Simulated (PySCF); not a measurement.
C5H7F3OSi (SMILES C[SiH2]/C(C=O)=C/C(F)(F)F)

```xyz
17

C    -2.6067   -0.2573   -0.4275
Si   -1.4358   -0.1727    1.0601
C     0.3119    0.1935    0.3765
C     0.5000    1.6046    0.0190
O    -0.4364    2.3275   -0.2054
C     1.2183   -0.7480    0.1287
C     2.5330   -0.4974   -0.5503
F     3.1843   -1.6397   -0.8076
F     2.4053    0.1413   -1.7274
F     3.3683    0.2550    0.1933
H    -2.6269    0.6921   -0.9553
H    -2.3000   -1.0251   -1.1340
H    -3.6197   -0.4845   -0.1087
H    -1.7668    0.8909    2.0051
H    -1.3240   -1.4690    1.7404
H     1.5366    1.9847   -0.0006
H     1.0515   -1.7838    0.3837
```

Geometry: GFN2-xTB.

These are results of PBE0/pcSseg-1, SCF density, gas phase, non-relativistic in PySCF, not measurements.

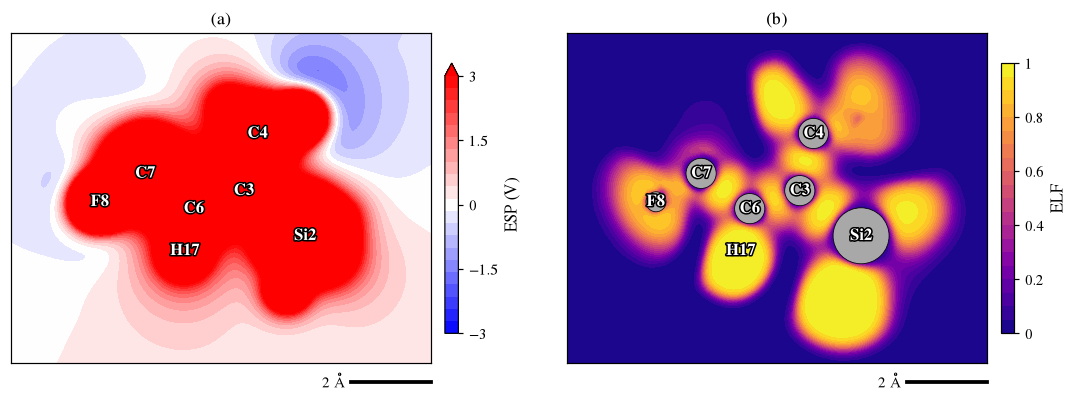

Figure 1. (a) molecular electrostatic potential; (b) ELF on the plane of atoms C4, C3 and C6. Grey discs cover the atomic cores in the ELF map.

### Describe what can be read from this map.

The plane passes through Si, C, F and H nuclei.
C–C (1.33 Å): the ELF peaks at about 0.90 between the atoms: a multiple bond.
C–F (1.34 Å): the ELF peaks at about 0.85 between the atoms; a shared but strongly polarised pair.
C–Si (1.91 Å): the ELF peaks at about 0.95 between the atoms, as expected for a covalent bond.
C–H (1.08 Å): the ELF climbs to about 1 towards the hydrogen, as it does in any bond to H: an ordinary covalent bond to hydrogen.
C–C (1.47 Å): the ELF peaks at about 0.95 between the atoms: a covalent bond.
The ELF also peaks beside F8 and O5, away from the bonds: lone-pair regions.
Outside the dense part of the molecule the potential is most negative (−1.6 V) near O5, which lies off the plane.

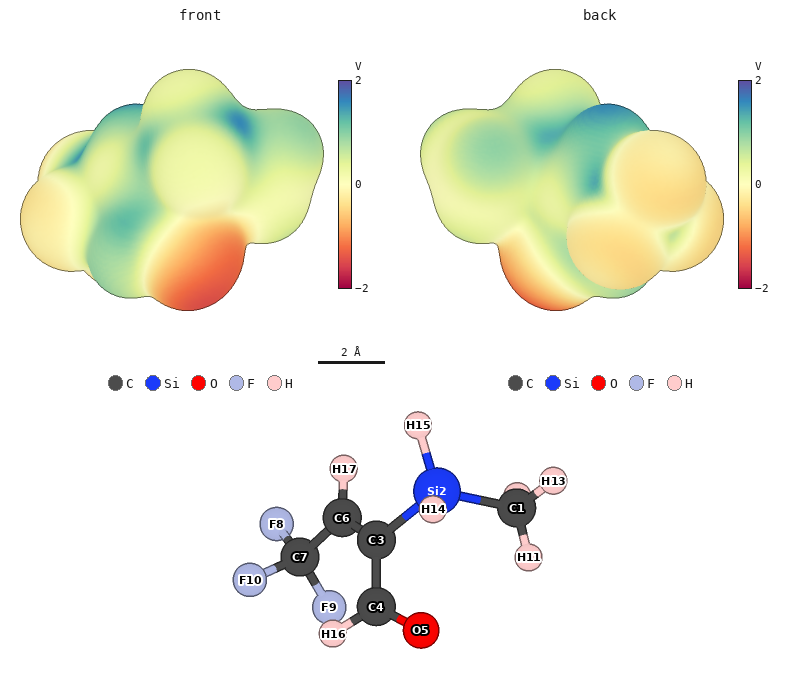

Figure 2. The electrostatic potential painted on the density surface at 0.002 e/bohr³, seen from the front and from behind; the colour scale runs from red (negative) to blue (positive). The bare structure is drawn below in the same view.

### Where is the surface potential most negative and most positive?

The most negative region (about −1.4 V) lies over O5, the most positive (about +1.5 V) over Si2 and H17. O5 is the likeliest acceptor of a hydrogen bond.
